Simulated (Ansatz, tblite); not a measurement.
# In5P4 zinc blende off sphere (In5P4Cl3): rung by rung, part 2 of 2

Aim: run the singlet of In5P4 zinc blende off sphere (In5P4Cl3) at one geometry on many levels, and compare frontier levels, spin and run time.

Ansatz 0.2.0, Gaussian basis; as each input shows.

## (15) CCSD(T)/def2-SVP

in.yaml

```yaml
crystal:
  periodic: [false, false, false]
  atoms:
    - {symbol: In, position_ang: [0.929548, -1.980104, 0.504207]}
    - {symbol: In, position_ang: [0.477120, 0.483546, -2.161446]}
    - {symbol: In, position_ang: [-2.143210, 0.289161, 0.578450]}
    - {symbol: In, position_ang: [0.498434, 0.261469, 2.816822]}
    - {symbol: In, position_ang: [0.353894, 2.624693, 0.305929]}
    - {symbol: P, position_ang: [-1.026469, -1.285738, -1.027376]}
    - {symbol: P, position_ang: [1.912931, -1.635257, 2.787734]}
    - {symbol: P, position_ang: [1.475759, 2.751286, -1.775130]}
    - {symbol: P, position_ang: [-1.153811, 2.078972, 2.256788]}
    - {symbol: Cl, position_ang: [2.155599, -3.571791, -0.781315]}
    - {symbol: Cl, position_ang: [1.025202, -0.386468, -4.308940]}
    - {symbol: Cl, position_ang: [-4.504997, 0.370242, 0.804286]}
basis:
  gaussian: {orbitals: def2-SVP, initial_orbitals: start.molden}
correlation: {method: ccsd_t}
scf: {omitted_lower_state_checks: [starts]}
output: {orbitals: {seedname: orbitals}}
```

The run is started by

```sh
$ ansatz run in.yaml --threads 2 --pin off --events-out ev --progress --plain --max-ram 22528MiB --backend cuda --devices 0, --max-vram 18GiB
```

What it wrote, cut to the lines that bear on the results:

```text
Functional definition: HF
  name "HF"
  cite "Fock, Z. Phys. 61, 126 (1930) doi:10.1007/BF01340294"
  parent pbe
[...]
2801 factors; integrals over basis functions are off by at most 2.6e-4 eV
[...]
mean field -100326.66686103 eV, -3686.9370032854 hartree, gradient 2.2e-6 eV, S^2 0.000000; 0 other end points of the search recorded, 0 dependent functions left out
55 core orbitals not correlated: weight in the atoms' cores, before any rotation towards them, 1.000 or more for the frozen orbitals, at most 0.000 for the correlated occupied ones
reference -100326.66686103 eV, -3686.9370032854 hartree; 53, 53 occupied and 148, 148 virtual orbitals, 2801 factors
second order -34.62022876 eV of doubles, -0.00000000 eV of singles
cycle   1  -35.10101187 eV  change   -4.8e-1 eV  update   2.3e-1
[...]
cycle  12  -36.54372385 eV  change   -4.6e-6 eV  update   3.9e-5
perturbative correction -1.95714130 eV, -0.0719236162 hartree
Total energy: -100365.16772618 eV, -3688.3518839829 hartree
Checks for a lower state left out: starts
```

It took 14 s on 1 × H100 (card shared with other runs) with 2 threads of AMD EPYC 7R13, shared host; peak host memory 1.6 GiB.

Hartree-Fock HOMO -8.51 eV, LUMO -1.05 eV; T1 0.017.

## (16) MP2/def2-TZVP

Changes to in.yaml since step 15:

```diff
@@ -16,4 +16,4 @@
 basis:
-  gaussian: {orbitals: def2-SVP, initial_orbitals: start.molden}
-correlation: {method: ccsd_t}
+  gaussian: {orbitals: def2-TZVP, initial_orbitals: start.molden}
+correlation: {method: mp2}
 scf: {omitted_lower_state_checks: [starts]}
```

Same command.

What it wrote:

```text
Functional definition: HF
  name "HF"
  cite "Fock, Z. Phys. 61, 126 (1930) doi:10.1007/BF01340294"
  parent pbe
  exchange = exact_x
  correlation = 0
these checks for a lower state are left out or cut short: starts
3918 factors; integrals over basis functions are off by at most 9.0e-4 eV
mean field evaluation 1: about -100349.8535 eV, gradient 5.9e1 eV
mean field evaluation 2: about -100352.6088 eV, gradient 3.5e0 eV
mean field evaluation 4: about -100352.9228 eV, gradient 9.7e-1 eV
mean field evaluation 8: about -100352.9263 eV, gradient 5.3e-4 eV
mean field -100352.92628590 eV, -3687.9020193504 hartree, gradient 2.8e-6 eV, S^2 0.000000; 0 other end points of the search recorded, 0 dependent functions left out
55 core orbitals not correlated: weight in the atoms' cores, before any rotation towards them, 1.000 or more for the frozen orbitals, at most 0.000 for the correlated occupied ones
reference -100352.92628590 eV, -3687.9020193504 hartree; 53, 53 occupied and 401, 401 virtual orbitals, 3918 factors
second order -69.71407378 eV of doubles, -0.00000000 eV of singles
Total energy: -100422.64035968 eV, -3690.4639643078 hartree
Checks for a lower state left out: starts
```

Wall time 7 s (1 × H100 (card shared with other runs) with 2 threads of AMD EPYC 7R13, shared host); peak host memory 1.2 GiB.

Hartree-Fock HOMO -8.52 eV, LUMO -1.06 eV.

## (17) RPA/def2-TZVP

Changes to in.yaml since step 16:

```diff
@@ -17,4 +17,4 @@
   gaussian: {orbitals: def2-TZVP, initial_orbitals: start.molden}
-correlation: {method: mp2}
+hamiltonian: {xc: pbe}
+correlation: {method: rpa}
 scf: {omitted_lower_state_checks: [starts]}
-output: {orbitals: {seedname: orbitals}}
```

Launched as before.

What it wrote, cut to the lines that bear on the results:

```text
Functional definition: PBE
  name "PBE"
  cite "Perdew, Burke & Ernzerhof, Phys. Rev. Lett. 77, 3865 (1996) doi:10.1103/PhysRevLett.77.3865"
  parent pbe
[...]
3918 factors; integrals over basis functions are off by at most 9.0e-4 eV
[...]
mean field -100572.82460254 eV, -3695.9831334345 hartree, gradient 2.5e-6 eV, S^2 0.000000; 0 other end points of the search recorded, 0 dependent functions left out
55 core orbitals not correlated: weight in the atoms' cores, before any rotation towards them, 1.000 or more for the frozen orbitals, at most 0.000 for the correlated occupied ones
reference -100347.28572377 eV, -3687.6947325152 hartree; 53, 53 occupied and 401, 401 virtual orbitals, 3918 factors
Total energy: -100450.01393486 eV, -3691.4699246412 hartree
Checks for a lower state left out: starts
```

Wall time 7.5 s (1 × H100 (card shared with other runs) with 2 threads of AMD EPYC 7R13, shared host); peak host memory 3.3 GiB.

## (18) Comparison

| level | functions | HOMO (eV) | LUMO (eV) | gap (eV) | time |
| --- | --- | --- | --- | --- | --- |
| PBE-D4/def2-SVP | 256 | -5.78 | -4.07 | 1.71 | 12 s |
| PBE-D4/def2-TZVP | 509 | -5.84 | -4.14 | 1.70 | 4.4 s |
| revPBE-D4/def2-TZVP | 509 | -5.77 | -4.03 | 1.74 | 4.3 s |
| r2SCAN-D4/def2-TZVP | 509 | -6.07 | -4.10 | 1.97 | 4.5 s |
| PBE0-D4/def2-SVP | 256 | -6.70 | -3.57 | 3.13 | 28 s |
| PBE0-D4/def2-TZVP | 509 | -6.71 | -3.60 | 3.11 | 7.5 s |
| BHLYP-D4/def2-TZVP | 509 | -7.42 | -2.92 | 4.50 | 5.5 s |
| ωB97X-V/def2-TZVP | 509 | -8.71 | -1.96 | 6.75 | 6.5 s |
| LC-ωPBE(0.10)/def2-SVP | 256 | -7.17 | -2.83 | 4.34 | 25 s |
| LC-ωPBE(0.15)/def2-SVP | 256 | -7.66 | -2.46 | 5.20 | 20 s |
| LC-ωPBE(0.20)/def2-SVP | 256 | -8.06 | -2.21 | 5.84 | 22 s |
| LC-ωPBE(0.30)/def2-SVP | 256 | -8.62 | -1.98 | 6.65 | 22 s |

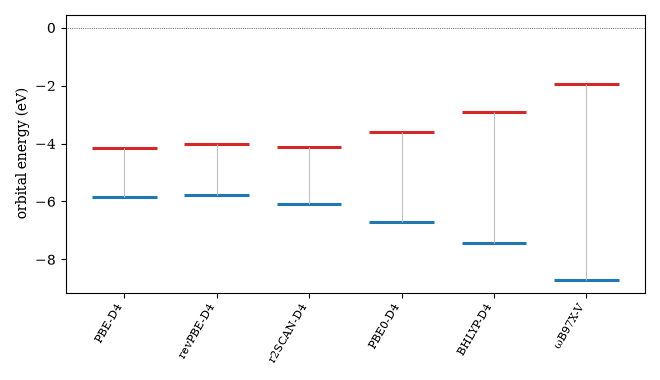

Highest filled (blue) and lowest empty (red) level in def2-TZVP.

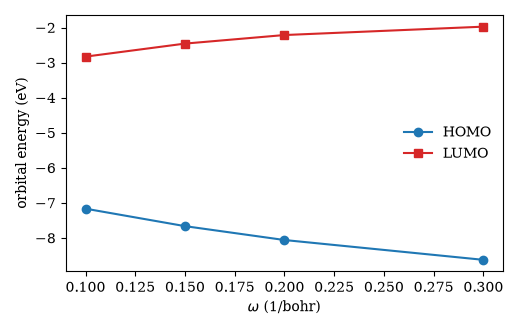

Frontier levels against the ω (1/bohr), in def2-SVP.

The pieces so far (eV):

| basis | HF | MP2 correlation | CCSD correlation | (T) | total |
| --- | --- | --- | --- | --- | --- |
| def2-SVP | -100326.6669 | -34.6202 | -36.5437 | -1.9571 | -100365.1677 |
| def2-TZVP | -100352.9263 | -69.7141 |  |  | -100422.6404 (MP2) |

The correlation energy is far from converged in these sets, so it jumps between bases; where outer-core shells are correlated, the sets cover them unevenly.

## (19) Binding energy

Free atoms were run apart at each level; binding is atoms less cluster, divided by the number of atoms, without zero-point or spin-orbit terms.

Differences are taken before rounding.

| method | binding an atom (eV) | from CCSD(T)/def2-SVP (eV) | time |
| --- | --- | --- | --- |
| HF/def2-SVP | 1.265 | -0.875 |  |
| HF/def2-TZVP | 1.320 | -0.820 |  |
| PBE-D4/def2-SVP | 2.577 | +0.437 | 12 s |
| PBE-D4/def2-TZVP | 2.601 | +0.462 | 4.4 s |
| revPBE-D4/def2-TZVP | 2.462 | +0.322 | 4.3 s |
| r2SCAN-D4/def2-TZVP | 2.536 | +0.396 | 4.5 s |
| PBE0-D4/def2-SVP | 2.482 | +0.343 | 28 s |
| PBE0-D4/def2-TZVP | 2.519 | +0.379 | 7.5 s |
| BHLYP-D4/def2-TZVP | 2.320 | +0.180 | 5.5 s |
| ωB97X-V/def2-TZVP | 2.517 | +0.377 | 6.5 s |
| RPA/def2-TZVP | 2.219 | +0.079 | 7.5 s |
| MP2/def2-SVP | 2.285 | +0.146 |  |
| MP2/def2-TZVP | 2.518 | +0.378 | 7 s |
| CCSD/def2-SVP | 2.014 | -0.125 |  |
| CCSD(T)/def2-SVP | 2.140 | 0 | 14 s |

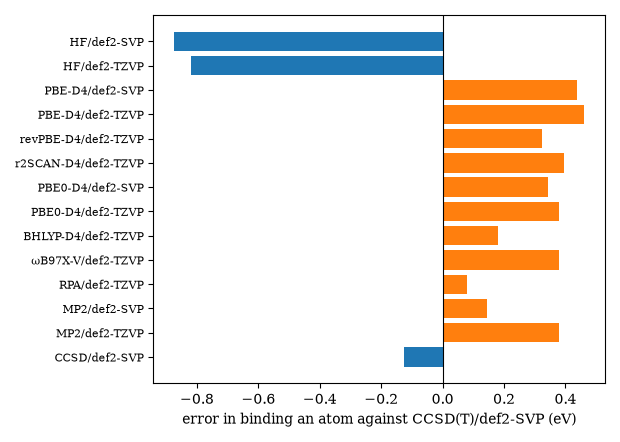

Error of each method against CCSD(T)/def2-SVP.

Some runs used a GPU and others CPU threads alone, so the times don't compare the methods' cost.

## (20) Outcome

The summary covers parts 1 to 2.

```
                                                 quantity                                value
gap in def2-TZVP, named functionals, smallest and largest  1.70 eV (PBE-D4), 6.75 eV (ωB97X-V)
                                  gap over the ω (1/bohr)       4.34 eV at 0.1, 6.65 eV at 0.3
                     correlation energy, CCSD(T)/def2-SVP                            -38.50 eV
                        correlation energy, MP2/def2-TZVP                            -69.71 eV
                        binding an atom, CCSD(T)/def2-SVP                             2.140 eV
          PBE0 total energy, smallest basis above largest       26.37 eV (def2-SVP, def2-TZVP)
```

In words: Over the named functionals in def2-TZVP the gap runs from 1.70 eV (PBE-D4) to 6.75 eV (ωB97X-V); exact exchange widens it. Raising the ω (1/bohr) from 0.1 to 0.3 moves the HOMO by -1.46 eV and the LUMO by +0.85 eV. The functionals in def2-TZVP miss CCSD(T)/def2-SVP by +0.180 (BHLYP-D4) to +0.462 eV (PBE-D4) an atom. The yardstick is in a double-zeta basis, so levels in larger sets aren't compared like for like. The reference is CCSD(T) in one finite basis, so it carries an error of its own, often a tenth of an eV or more, and near misses can't be ranked.

The slowest run with a step of its own, PBE0-D4/def2-SVP, took 28 s; the quickest functional in def2-TZVP took 4.3 s (shared host).
